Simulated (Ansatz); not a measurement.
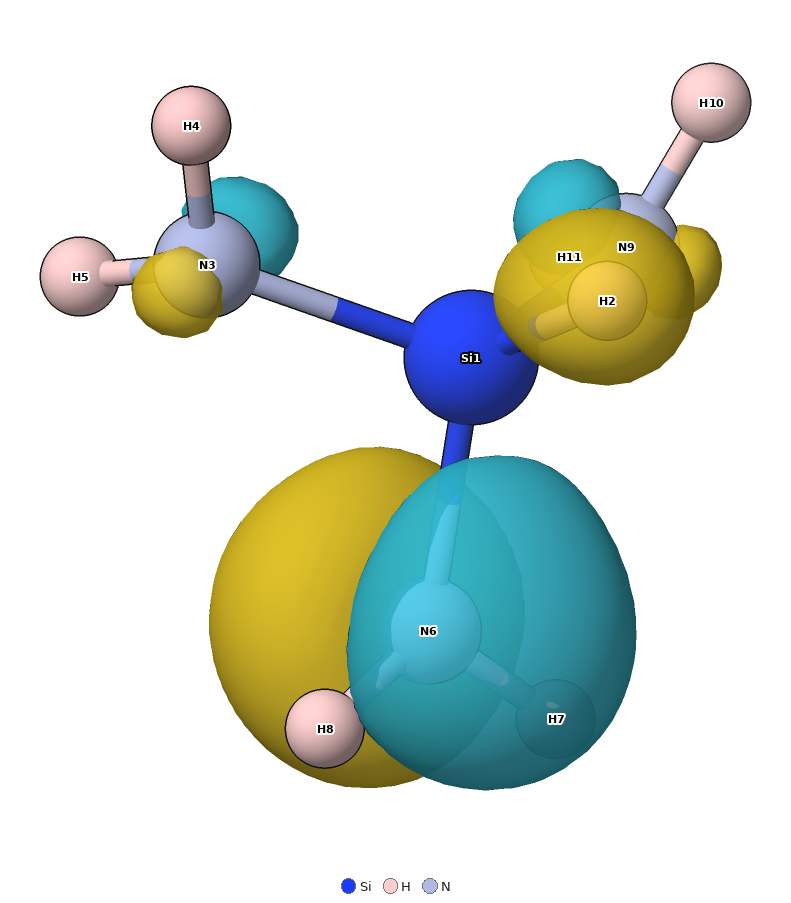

Figure. H7N3Si. The HOMO−1 at ±0.15 Å⁻³ᐟ² (yellow and cyan are the two phases), seen at a tilt.

Theory: Ansatz, RKS B3LYP-D4/6-31G*.

```xyz
11

Si    0.0447   -0.0207    0.2348
H    -0.2139   -0.2558    1.6867
N     1.7641    0.1862    0.1693
H     2.3474   -0.3456    0.8034
H     2.2263    0.3252   -0.7216
N    -0.5637    1.3765   -0.5730
H    -1.5547    1.4496   -0.7633
H    -0.1498    2.2800   -0.3845
N    -0.7907   -1.3300   -0.5340
H    -0.8188   -2.2326   -0.0760
H    -0.7561   -1.4330   -1.5414
```

Question: What is the character of this orbital?

Answer: Its weight (Hirshfeld) is mainly on N6 (about 65 %); largely a lone pair of N6. Its energy is −6.52 eV.
